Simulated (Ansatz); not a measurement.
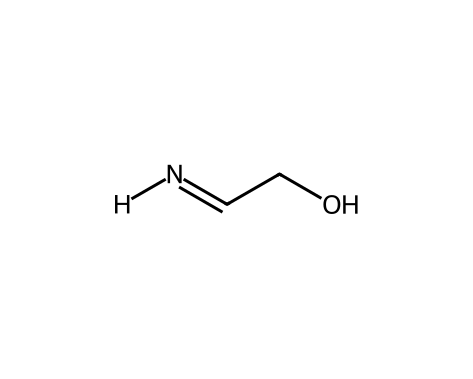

2D structure.

Give its SMILES.

Answer. [H]/N=C/CO

What is the molecular formula?

Answer. C2H5NO.

An optimisation with PBE0-D4/def2-TZVP gave a structure of which point group?

Answer. Cs. Other conformers may differ.

The parts below concern this one geometry. Atoms keep their numbers from picture to picture. Computed geometry: PBE0-D4/def2-TZVP optimisation.

Levels of theory compared

Program: Ansatz 0.2.0.

Compare HOMO–LUMO gap (eV) at these levels: B97M-V/def2-TZVPP; BHLYP-D4/def2-TZVPP; BLYP-D4/def2-TZVPP; HSE06 (plane-wave form)-D4/def2-TZVPP; r2SCANh-D4/def2-TZVPP; revPBE-D4/def2-TZVPP.

| level | HOMO–LUMO gap (eV) |
| --- | --- |
| B97M-V/def2-TZVPP | 5.46 |
| BHLYP-D4/def2-TZVPP | 10.22 |
| BLYP-D4/def2-TZVPP | 4.64 |
| HSE06 (plane-wave form)-D4/def2-TZVPP | 6.60 |
| r2SCANh-D4/def2-TZVPP | 6.23 |
| revPBE-D4/def2-TZVPP | 4.65 |

Thermal motion

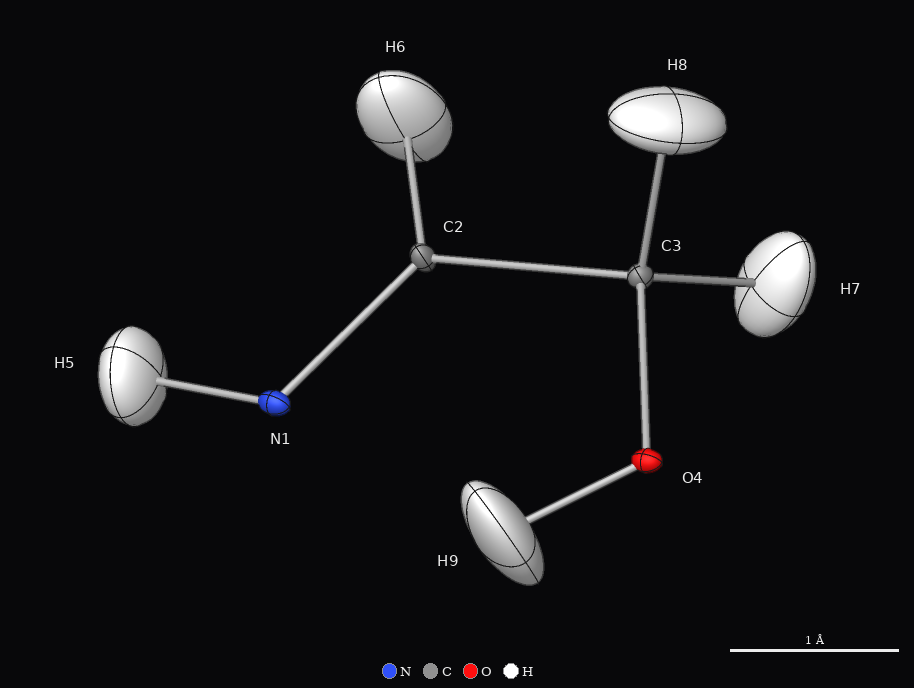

Displacement ellipsoids at the 50 % level, enlarged 1.5 times, from the internal vibrations of the free molecule (harmonic, no overall translation or rotation; no half-axis is drawn under 0.075 Å). Vibrations computed with RKS PBE0-D4/def2-TZVP (Ansatz 0.2.0). Temperature: 200 K.

Give the displacement parameters, one line for each set of equivalent atoms.

```
  atom  U_eq (Å²)   rms amplitudes (Å)
    N1     0.0013  0.022, 0.037, 0.047
    C2     0.0014  0.026, 0.034, 0.048
    C3     0.0012  0.028, 0.035, 0.038
    O4     0.0011  0.022, 0.029, 0.044
    H5     0.0135  0.079, 0.127, 0.135
    H6     0.0170  0.078, 0.114, 0.178
H7, H8     0.0151  0.080, 0.112, 0.162
    H9     0.0196  0.072, 0.128, 0.193
```

Charges

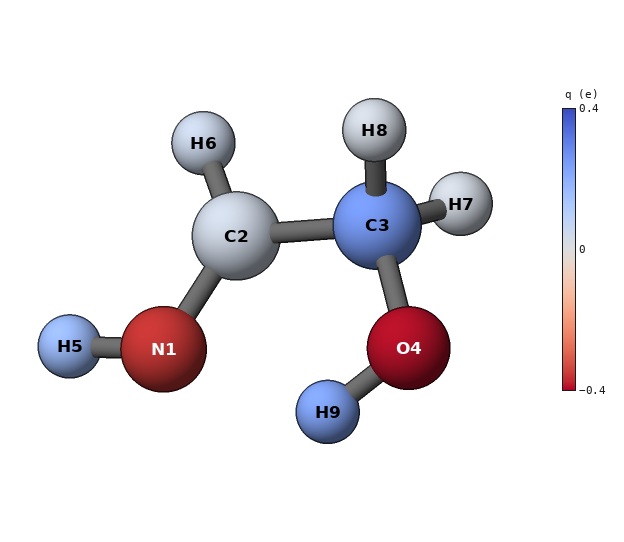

Atoms are coloured by their Mulliken charges. Properties computed with RKS r2SCAN-D4/def2-TZVPP (Ansatz 0.2.0).

Which atom carries the highest charge (most positive or least negative)?

Answer. C3 (0.25 e).

And the lowest?

Answer. O4 (−0.39 e).

List the Mulliken charges.

| atom | value (e) |
| --- | --- |
| N1 | −0.36 |
| C2 | 0.03 |
| C3 | 0.25 |
| O4 | −0.39 |
| H5 | 0.16 |
| H6 | 0.05 |
| H7 | 0.02 |
| H8 | 0.02 |
| H9 | 0.22 |

Mulliken values depend strongly on the basis set and can even reverse the polarity of a bond.
